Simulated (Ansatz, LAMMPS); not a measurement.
# Static equation of state of amorphous poly(p-phenylene) (as short chains C38H30), from a frame at 300 K, (204 atoms)

Density of this cell: 1.12 g/cm³. The cell holds 204 atoms: 114 C and 90 H. Cell: a = 12.783 Å, b = 13.108 Å, c = 13.031 Å, α = 89.8°, β = 96.3°, γ = 83.8°. The starting structure: 3 poly(p-phenylene) chains of 6 units with methyl end groups placed at random, at 1.14 g/cm³; overlaps pushed apart, then 20 ps at 800 K with MMFF94 bonds, angles, torsions, charges and radii (Halgren, J. Comput. Chem. 17, 490 (1996)) in harmonic and 12-6 forms. Snapshot after 30 ps at 300 K and fixed volume.

Calculated with Ansatz 0.2.0: Kohn-Sham DFT, PBE+D4, PAW (set soft_2), plane waves; cutoff 420 eV, Γ point, fermi-dirac smearing of 0.05 eV. Cell and atoms were relaxed first, to V0 = 10.577 Å³ an atom at a residual P0 = 0.003 GPa. The cell was then scaled evenly, and the atoms were relaxed at each volume.

| volume (Å³/atom) | pressure (GPa) |
| --- | --- |
| 9.5190 | ? |
| 9.9421 | 0.5371 |
| 10.259 | 0.1317 |
| 10.894 | -0.09310 |
| 11.211 | -0.2955 |

Task: Fit the third-order Birch–Murnaghan equation to the rows given and extrapolate to the withheld row.

**Working.**

Take the Eulerian strain f = ½[(V0/V)^(2/3) − 1] and the normalised pressure F = (P − P0) / [3f(1 + 2f)^(5/2)]. The third-order Birch–Murnaghan equation is then the line F = B0 + (3/2)B0(B′ − 4) f, so u = f and v = F.

| u = f | v = F (GPa) |
| --- | --- |
| 0.0210563 | 7.62016 |
| 0.0102569 | 3.96130 |
| -0.00975628 | 3.46647 |
| -0.0190509 | 5.76420 |

With n = 4: mean u = 6.2651e-4, mean v = 5.20303, Σ(u − ū)² = 0.0010051, Σ(u − ū)(v − v̄) = 0.044411. Slope b = 0.044411 / 0.0010051 = 44.185; intercept a = v̄ − b ū = 5.1754.

So B0 = a = 5.18 GPa and B′ = 4 + 2b/(3a) = 9.69. At the withheld volume f = 0.03638, F = a + b f = 6.783 GPa, and P = P0 + 3f(1 + 2f)^(5/2) F.

Prediction at 9.5190: 0.8860 GPa. The run gave 1.028 GPa, so the fit is low by 0.14 GPa (14 % of the value).

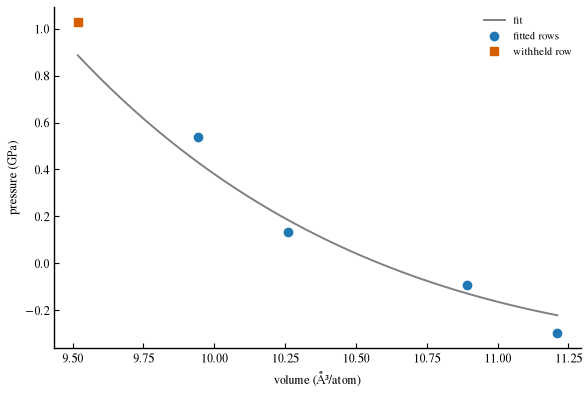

The fit, the rows that it rests on and the withheld row.

The series isn't one smooth equation of state: even a line fitted to all rows, the withheld one included, misses F by up to 48.6 % and an atom moves over 0.5 Å in some relaxation. B0 and B′ are then only the numbers of this fit, not moduli of the material. Among the rows given, the largest miss of the fit is at 9.9421, by 0.11 GPa (8.0 % of the range of the table).

Limits: Static cells at zero temperature; the cell shape is held. The program notes that the SCF threshold of these relaxations is loose for the stress. The network of contacts between molecules at the start is that of the classical potential that made the cell, and needn't be the one that DFT or experiment would give. Only the Γ point is sampled, in a cell whose shortest periodic width is 13 Å.

[Hosts, paths, dates, database ids (printed as entryN), source tags and the programs' standing remarks are cut or masked in the printed files.]

[The MMFF94 radii named for the starting cell were scaled by 0.96; in molecules described by MMFF94, hydrogen bound to N, O or S took a small fixed 12-6 site in their place.]
